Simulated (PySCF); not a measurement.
H₄OSe₂Si, SMILES [SiH3]O[Se][SeH] at its PBE0/def2-SVP optimised geometry (Å):

```
8

Se    -0.6482    -0.6468    -3.0090
Se    -2.1374     1.0537    -3.4419
H     -3.2475     0.2098    -3.9329
O     -1.0859    -1.1860    -1.3331
Si    -0.4884    -0.3435     0.0000
H      1.0055    -0.3435     0.0000
H     -1.0055    -1.0676     1.1943
H     -0.9776     1.0676     0.0000
```

Calculation: PBE0/def2-TZVP run with PySCF. Cells within 0.4 Å of a nucleus heavier than hydrogen are left out (blank, or x).

Map of the electron localisation function on the plane z = 0.0 Å:

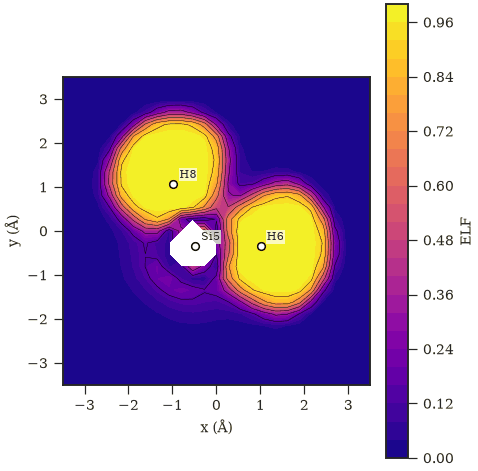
Fig. 1. Electron localisation function on the plane z = 0.0 Å.
